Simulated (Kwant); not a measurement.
System: quantum point contact (saddle potential) in a GaAs two-dimensional gas. Effective mass 0.067 mₑ, grid spacing 8.3 nm, hard walls, nominal width 200 nm (25 grid rows, so walls 215.8 nm apart), one parabolic valley, scattering region 600 nm long along x; energies count from the band bottom; Fermi energy 0.00376 eV. Potential (V0 + ½k y²) cos²(πx/L) for |x| < L/2, with V0 swept from 0.003948 to 0 eV, k = 4.5e-06 eV/nm², L = 420 nm.

Constants are typed, rounded textbook-type inputs, not results; the design itself was drawn at random and stands for no fabricated device.

Computed with Kwant: effective-mass tight-binding model on a square grid, one spin, coherent transport at 0 K. Conductance is in e²/h.

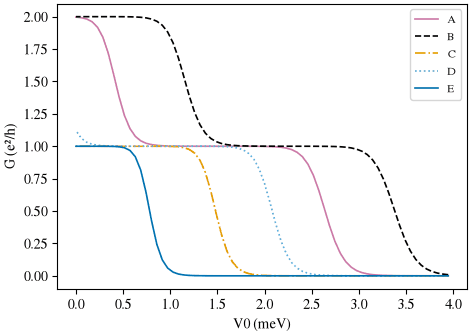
*G (e²/h) of 5 runs*

```
V0 (meV)        A       B        C        D        E
--------  -------  ------  -------  -------  -------
3.948      1.4e-5  0.0085  3.2e-10   8.9e-8  < 1e-12
3.719      8.0e-5   0.052   1.5e-9   4.8e-7  1.3e-12
3.490     0.00050    0.28   7.9e-9   2.7e-6  6.1e-12
3.261      0.0034    0.75   4.4e-8   1.7e-5  2.9e-11
3.033       0.025    0.96   2.6e-7  0.00011  1.5e-10
2.804        0.17    1.00   1.7e-6  0.00083  8.4e-10
2.575        0.66    1.00   1.2e-5   0.0067   5.1e-9
2.346        0.95    1.00   9.9e-5    0.059   3.3e-8
2.117        1.00    1.00  0.00090     0.41   2.5e-7
1.888        1.00    1.00   0.0095     0.90   2.0e-6
1.659        1.00    1.01     0.11     0.99   2.0e-5
1.430        1.00    1.06     0.65     1.00  0.00023
1.202        1.00    1.39     0.98     1.00   0.0033
0.9727       1.00    1.88     1.00     1.00    0.060
0.7438       1.02    1.99     1.00     1.00     0.64
0.5150       1.24    2.00     1.00     1.00     0.99
0.2861       1.84    2.00     1.00     1.00     1.00
0.000        2.00    2.00     1.00     1.12     1.00
```

**Question.** Column A is the base. The others each differ by one change: Fermi energy 0.00376 → 0.0019 eV; Fermi energy 0.00376 → 0.0026 eV; Fermi energy 0.00376 → 0.0032 eV; Fermi energy 0.00376 → 0.0045 eV. Which is which?

**Answer.** B: Fermi energy 0.00376 → 0.0045 eV; C: Fermi energy 0.00376 → 0.0026 eV; D: Fermi energy 0.00376 → 0.0032 eV; E: Fermi energy 0.00376 → 0.0019 eV.
